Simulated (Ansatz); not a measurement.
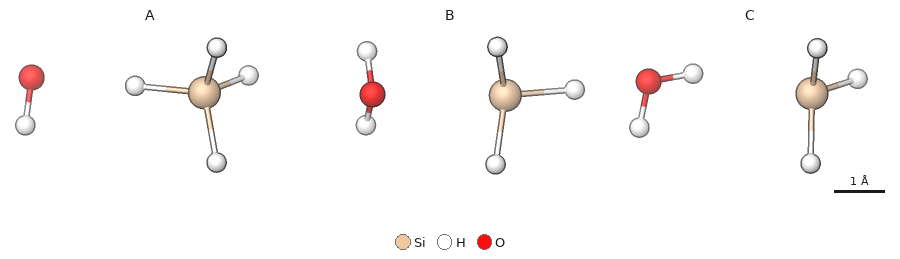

3 geometries from one relaxation of SiH₅O (multiplicity 2), in shuffled order. The picture is a ball-and-stick view, seen at a tilt.

The run prepares an end point of a later path (reaction) calculation, from a guessed geometry.

Theory: Ansatz, UKS PBE/6-31G*. Set-up: collinear spin; force threshold 0.03 eV/Å; at most 50 steps.

Put them in the order of the run, from the start to the converged end.

A, C, B. They are steps 0, 10, 31, at +29.8 kcal/mol, +3.63 kcal/mol relative to the last. After 27 accepted moves (31 points after the start) the energy has fallen by 29.8 kcal/mol. The largest force component goes from 0.68 to 0.0059 eV/Å. The line search rejected the trial steps at points 5, 14, 17, 23 of the run. The forces were under the threshold at step 22, but the run went on from there. The atom that moves furthest after the best rigid fit is an H atom (1.57 Å). By element the largest moves are H 1.57 Å, O 1.23 Å, Si 0.31 Å. Near-neighbour distances that change, for instance: H–Si 1.477 → 2.970 Å, H–O 2.204 → 0.979 Å, O–Si 3.681 → 2.701 Å, H–Si 1.497 → 1.513 Å. New bonds form, among them: H–O (2.20 → 0.98 Å). Bonds break, among them: H–Si (1.48 → 2.97 Å).

Limits of the set-up: the start holds two separate molecules, 2.2 Å apart at their closest, whose relative position is a soft coordinate and is computed without a dispersion correction.
